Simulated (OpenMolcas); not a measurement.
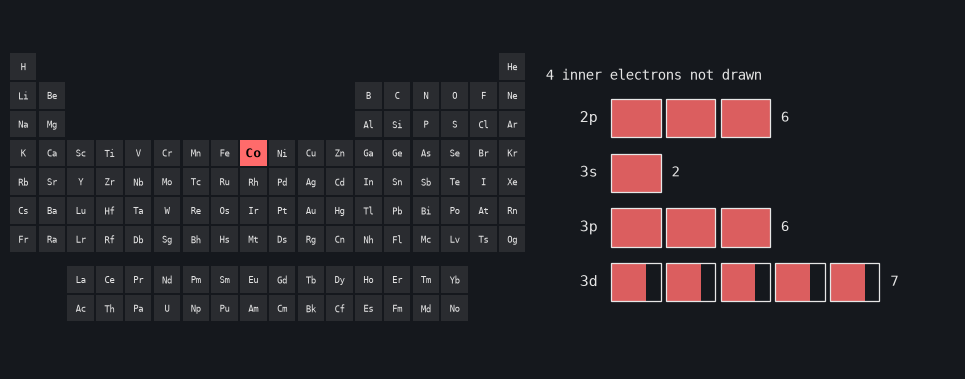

Left, the place of cobalt in the periodic table; right, the outer shells of the leading configuration of the lowest level: a box for each of the 2l + 1 orbitals, shaded by the share of the shell that is filled, with the electron count at the right.

**Run report: Co²⁺ complex, multiconfigurational calculation (part 1 of 2)**

System: Co²⁺ with 6 ligands (OH; octahedron, 2.08 Å), neutralised by 6 outer point charges of +0.67 e, whose field is part of the energies.
Method: state-averaged CASSCF, active space 7 electrons in the shell 3d, basis ANO-RCC-VDZP on the metal and ANO-RCC-VDZP on the ligands, DKH2 scalar Hamiltonian, spin-orbit coupling by RASSI with atomic mean-field integrals (OpenMolcas).

### The input
```
&GATEWAY
Coord
13

Co 0.0 0.0 0.0
O 2.080000 0.000000 0.000000
H 2.489940 0.879119 0.000000
O 0.000000 2.080000 0.000000
H 0.000000 2.489940 0.879119
O -2.080000 0.000000 0.000000
H -2.489940 -0.879119 0.000000
O 0.000000 -2.080000 0.000000
H 0.000000 -2.489940 -0.879119
O 0.000000 0.000000 2.080000
H 0.879119 0.000000 2.489940
O 0.000000 0.000000 -2.080000
H -0.879119 0.000000 -2.489940
Basis=Co.ANO-RCC-VDZP,H.ANO-RCC-VDZP,O.ANO-RCC-VDZP
Group=XYZ
NoMove
AngMom=0.0 0.0 0.0
AMFI
RICD
XField
3 Angstrom 0
5.080000 0.000000 0.000000 0.666667
0.000000 5.080000 0.000000 0.666667
0.000000 0.000000 5.080000 0.666667
&SEWARD
&RASSCF
FileOrb=start.orb
Symmetry=1
Spin=4
nActEl=7 0 0
Inactive=18 21
Ras2=5 0
CIRoot=10 10 1
SDav=10
CIMx=300
Iter=150 100
PrWF=0.3
OrbListing=Nothing
MaxOrb=0
LevShft=1.0
>>> COPY $Project.JobIph JOB001
&RASSCF
FileOrb=start.orb
Symmetry=1
Spin=2
nActEl=7 0 0
Inactive=18 21
Ras2=5 0
CIRoot=40 40 1
SDav=40
CIMx=300
Iter=150 100
PrWF=0.3
OrbListing=Nothing
MaxOrb=0
LevShft=1.0
>>> COPY $Project.JobIph JOB002
&RASSI
NrOfJobIphs=2 10 40
1 2 3 4 5 6 7 8 9 10
1 2 3 4 5 6 7 8 9 10 11 12 13 14 15 16 17 18 19 20 21 22 23 24 25 26 27
28 29 30 31 32 33 34 35 36 37 38 39 40
IphNames
JOB001
JOB002
EJob
SpinOrbit
DIPRint=1.0
SOCoupling=1000.0
Subsets=2
Property=9
'ANGMOM' 1 'ANGMOM' 2 'ANGMOM' 3 'MLTPL  1' 1 'MLTPL  1' 2 'MLTPL  1' 3
'AMFI' 1 'AMFI' 2 'AMFI' 3
SOProperty=3
'ANGMOM' 1 'ANGMOM' 2 'ANGMOM' 3
```

The file start.orb holds starting orbitals from an earlier step. A driver script formed the levels outside the program, from RASSI's spin-orbit matrix and the active-space energies, averaged over the components of each term or state.

Hardware: 1 thread of Arm Neoverse V1, 24 GiB of memory available, shared host.

Run as:
```bash
OMP_NUM_THREADS=1 MOLCAS_MEM=2457 MOLCAS_PROJECT=a pymolcas a.inp > a.log  # once for each step of the input, in one work folder
```

### Log (extracts)
```
--- SEWARD ---
Basis set label: CO.ANO-RCC...5S4P2D1F.

      Electronic valence basis set:
      ------------------
      Associated Effective Charge  27.000000 au
      Associated Actual Charge     27.000000 au
      Nuclear Model: Point charge

      Shell  nPrim  nBasis  Cartesian Spherical Contaminant
         s      21       5        X
         p      15       4        X
         d      10       2                 X
         f       6       1                 X
                  Relativistic Douglas-Kroll-Hess integrals:
                    - DKH order of Hamiltonian: 2
                    - DKH order of Properties : 0
                  Atomic mean-field integrals
--- RASSCF ---
Wave function specifications:
      -----------------------------

      Number of closed shell electrons          78
      Number of electrons in active shells       7
      Max number of holes in RAS1 space          0
      Max nr of electrons in RAS3 space          0
      Number of inactive orbitals               39
      Number of active orbitals                  5
      Number of secondary orbitals             104
      Spin quantum number                      1.5
      State symmetry                             1
Orbital specifications:
      -----------------------

      Symmetry species                           1   2
                                                ag  au
      Frozen orbitals                            0   0
      Inactive orbitals                         18  21
      Active orbitals                            5   0
      RAS1 orbitals                              0   0
      RAS2 orbitals                              5   0
      RAS3 orbitals                              0   0
      Secondary orbitals                        49  55
      Deleted orbitals                           0   0
      Number of basis functions                 72  76
      Number of CSFs                            10
      Number of root(s) required                10
      Iter CI   SX   CI       RASSCF       Energy    max ROT     max BLB   max BLB  Level Ln srch  Step   QN
          iter iter root      energy       change     param      element    value   shift minimum  type update
 Nr of preliminary CI iterations:   1
      Total energies have been shifted. Add                -1000.00 au
        1   1   12    0  -845.73551173    0.00E+00   4.21E-02   23  29 1  1.52E-01*  0.91   0.00    SX    NO
        2   1   13    0  -845.79750250   -6.20E-02*  1.54E-02    4  32 2  8.05E-02*  0.77   0.00    SX    NO
        3   1   12    0  -845.80953708   -1.20E-02* -9.51E-03   13  24 1  2.99E-02*  0.80   0.00    SX    NO
        4   1   11    0  -845.81223362   -2.70E-03* -6.94E-03   13  24 1  2.12E-02*  0.78   0.00    SX    NO
        5   1   11    0  -845.81306131   -8.28E-04* -9.75E-03   13  24 1  1.35E-02*  0.79   1.48    QN   YES
        6   1   10    0  -845.81353255   -4.71E-04*  3.51E-03   13  24 1  3.88E-03*  0.79   1.24    QN   YES
        7   1   10    0  -845.81359587   -6.33E-05* -2.75E-03   13  30 1  3.11E-03*  0.79   1.61    QN   YES
        8   1    9    0  -845.81362563   -2.98E-05* -1.77E-03   13  30 1  1.87E-03*  0.79   1.42    QN   YES
        9   1    9    0  -845.81363499   -9.36E-06* -9.64E-04   13  30 1  7.89E-04*  0.79   1.48    QN   YES
       10   1    8    0  -845.81363829   -3.30E-06*  3.43E-04   10  34 1  2.28E-04*  0.79   1.44    QN   YES
       11   1    8    0  -845.81363934   -1.05E-06*  1.35E-04   10  30 1  2.09E-04*  0.79   1.44    QN   YES
       12   1    7    0  -845.81363968   -3.42E-07*  8.50E-05   13  30 1 -1.45E-04*  0.79   1.47    QN   YES
       13   1    7    0  -845.81363981   -1.27E-07*  5.72E-05   13  30 1 -8.46E-05   0.79   1.50    QN   YES
       14   1    7    0  -845.81363986   -4.71E-08*  3.02E-05   10  34 1 -3.18E-05   0.79   1.40    QN   YES
       15   1    6    0  -845.81363987   -1.28E-08*  1.17E-05   10  30 1 -1.64E-05   0.79   1.34    QN   YES
       16   1    6    0  -845.81363987   -2.95E-09  -8.52E-06   16  35 2  9.18E-06   0.79   2.50    QN   YES
      Convergence after 16 iterations
       17   1    6    0  -845.81363988   -1.23E-09  -8.52E-06   16  30 1 -5.92E-06   0.79   2.50    QN   YES
      Natural orbitals and occupation numbers for root  1
      sym 1:   1.024880   1.975120   1.000000   1.975120   1.024880
      Natural orbitals and occupation numbers for root  2
      sym 1:   1.975120   1.975120   1.000000   1.024880   1.024880
      Natural orbitals and occupation numbers for root  3
      sym 1:   1.996275   1.000000   1.003725   1.996275   1.003725
::    RASSCF root number  1 Total energy:  -1845.85921291
::    RASSCF root number  2 Total energy:  -1845.85921291
::    RASSCF root number  3 Total energy:  -1845.85800063
::    RASSCF root number  4 Total energy:  -1845.83226078
::    RASSCF root number  5 Total energy:  -1845.83208194
::    RASSCF root number  6 Total energy:  -1845.83208194
::    RASSCF root number  7 Total energy:  -1845.80062731
::    RASSCF root number  8 Total energy:  -1845.75538877
::    RASSCF root number  9 Total energy:  -1845.75376579
::    RASSCF root number 10 Total energy:  -1845.75376579
--- RASSCF ---
Wave function specifications:
      -----------------------------

      Number of closed shell electrons          78
      Number of electrons in active shells       7
      Max number of holes in RAS1 space          0
      Max nr of electrons in RAS3 space          0
      Number of inactive orbitals               39
      Number of active orbitals                  5
      Number of secondary orbitals             104
      Spin quantum number                      0.5
      State symmetry                             1
Orbital specifications:
      -----------------------

      Symmetry species                           1   2
                                                ag  au
      Frozen orbitals                            0   0
      Inactive orbitals                         18  21
      Active orbitals                            5   0
      RAS1 orbitals                              0   0
      RAS2 orbitals                              5   0
      RAS3 orbitals                              0   0
      Secondary orbitals                        49  55
      Deleted orbitals                           0   0
      Number of basis functions                 72  76
      Number of CSFs                            40
      Number of root(s) required                40
      Iter CI   SX   CI       RASSCF       Energy    max ROT     max BLB   max BLB  Level Ln srch  Step   QN
          iter iter root      energy       change     param      element    value   shift minimum  type update
 Nr of preliminary CI iterations:   1
      Total energies have been shifted. Add                -1000.00 au
        1   1   11    0  -845.69438578    0.00E+00  -6.88E-03   23  29 1 -1.43E-02*  0.79   0.00    SX    NO
        2   1   11    0  -845.69498694   -6.01E-04* -4.09E-03    8  32 2 -8.01E-03*  0.80   0.00    SX    NO
        3   1   11    0  -845.69510879   -1.22E-04*  1.44E-03   22  28 1 -2.90E-03*  0.79   0.00    SX    NO
        4   1   10    0  -845.69513762   -2.88E-05* -9.25E-04    8  32 2 -1.59E-03*  0.80   0.00    SX    NO
        5   1   10    0  -845.69514536   -7.75E-06* -7.76E-04   23  29 1 -6.56E-04*  0.80   1.28    QN   YES
        6   1    9    0  -845.69514879   -3.43E-06* -1.72E-04    8  32 2  2.13E-04*  0.80   1.22    QN   YES
        7   1    8    0  -845.69514919   -4.03E-07*  1.33E-04   14  34 1  7.42E-05   0.80   1.59    QN   YES
        8   1    8    0  -845.69514938   -1.89E-07* -7.19E-05   22  28 1  6.74E-05   0.80   1.41    QN   YES
        9   1    7    0  -845.69514944   -5.28E-08*  3.14E-05    8  32 2 -2.93E-05   0.80   1.40    QN   YES
       10   1    7    0  -845.69514945   -1.61E-08* -1.96E-05   15  39 1  1.62E-05   0.80   1.59    QN   YES
       11   1    7    0  -845.69514946   -7.22E-09   1.06E-05   22  28 1 -1.49E-05   0.80   1.46    QN   YES
      Convergence after 11 iterations
       12   1    7    0  -845.69514946   -2.34E-09   1.06E-05   22  28 1 -7.09E-06   0.80   1.46    QN   YES
      Natural orbitals and occupation numbers for root  1
      sym 1:   1.021966   1.947808   1.940876   1.905847   0.183504
      Natural orbitals and occupation numbers for root  2
      sym 1:   0.183510   1.922243   1.915159   1.957136   1.021953
      Natural orbitals and occupation numbers for root  3
      sym 1:   0.987287   1.910467   1.188634   1.798387   1.115225
::    RASSCF root number  1 Total energy:  -1845.79016118
::    RASSCF root number  2 Total energy:  -1845.79016118
::    RASSCF root number  3 Total energy:  -1845.76838216
::    RASSCF root number  4 Total energy:  -1845.76838216
::    RASSCF root number  5 Total energy:  -1845.76822098
::    RASSCF root number  6 Total energy:  -1845.76785671
::    RASSCF root number  7 Total energy:  -1845.76766534
::    RASSCF root number  8 Total energy:  -1845.76766534
::    RASSCF root number  9 Total energy:  -1845.74938621
::    RASSCF root number 10 Total energy:  -1845.74275556
::    RASSCF root number 11 Total energy:  -1845.74275556
::    RASSCF root number 12 Total energy:  -1845.74253750
::    RASSCF root number 13 Total energy:  -1845.73150806
::    RASSCF root number 14 Total energy:  -1845.73150806
::    RASSCF root number 15 Total energy:  -1845.73046074
::    RASSCF root number 16 Total energy:  -1845.72836635
::    RASSCF root number 17 Total energy:  -1845.72769145
::    RASSCF root number 18 Total energy:  -1845.72769145
::    RASSCF root number 19 Total energy:  -1845.71872379
::    RASSCF root number 20 Total energy:  -1845.71872379
::    RASSCF root number 21 Total energy:  -1845.70564960
::    RASSCF root number 22 Total energy:  -1845.70564960
::    RASSCF root number 23 Total energy:  -1845.70487229
::    RASSCF root number 24 Total energy:  -1845.70456369
::    RASSCF root number 25 Total energy:  -1845.70391266
::    RASSCF root number 26 Total energy:  -1845.70391266
::    RASSCF root number 27 Total energy:  -1845.70307224
::    RASSCF root number 28 Total energy:  -1845.70307224
::    RASSCF root number 29 Total energy:  -1845.64892496
::    RASSCF root number 30 Total energy:  -1845.64892496
```

(Continued in part 2.) Outcome of the run: converged.
